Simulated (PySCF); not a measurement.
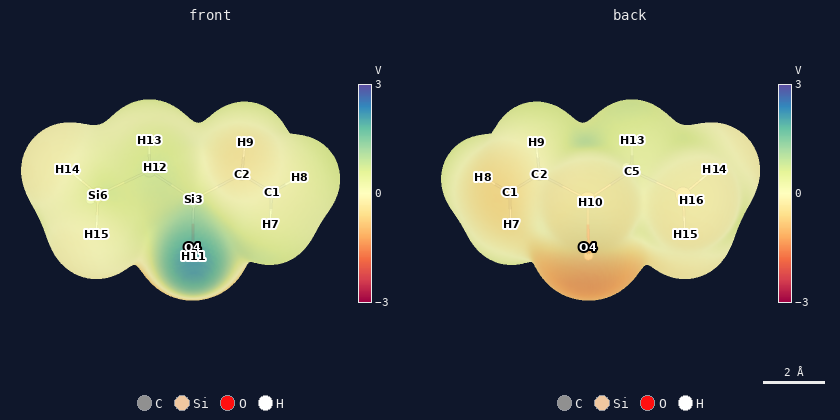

*C3H10OSi2. The molecular electrostatic potential painted on the density surface at 0.001 e/bohr³, seen from the front and from behind; red is negative and blue positive.*

Geometry: GFN2-xTB.

Level of theory: PySCF 2.14.0, PBE0/pcSseg-1, SCF density, gas phase, non-relativistic.

The calculation's input:

```
{"job": {"kind": "nmr", "xc": "PBE0", "basis": "pcSseg-1"}, "charge": 0, "multiplicity": 1}
C      2.951691    -0.562426     0.416255
C      2.035712    -0.257426    -0.489759
Si     0.200387    -0.686200    -0.355201
O     -0.136221    -1.488095     1.023131
C     -0.789349     0.935447    -0.495872
Si    -2.653170     0.757727    -0.192205
H      2.696083    -1.100022     1.316221
H      3.994832    -0.303749     0.308526
H      2.358186     0.276402    -1.375842
H     -0.193874    -1.680978    -1.348263
H     -0.022805    -1.079047     1.876272
H     -0.386884     1.672502     0.201652
H     -0.632744     1.353832    -1.489301
H     -3.304980     2.056726    -0.402445
H     -2.901872     0.336586     1.190038
H     -3.222592    -0.222335    -1.117475
```

Run with:

```sh
OMP_NUM_THREADS=1 python probes_run.py task.json out
```

Question: Describe the electrostatic potential map.

Answer: The most negative region (about −1.3 V) lies over O4, the most positive (about +2.1 V) over H11. O4 is the likeliest acceptor of a hydrogen bond.

Question: How polar is the molecule by this calculation?

Answer: Its dipole moment is 2.01 D.
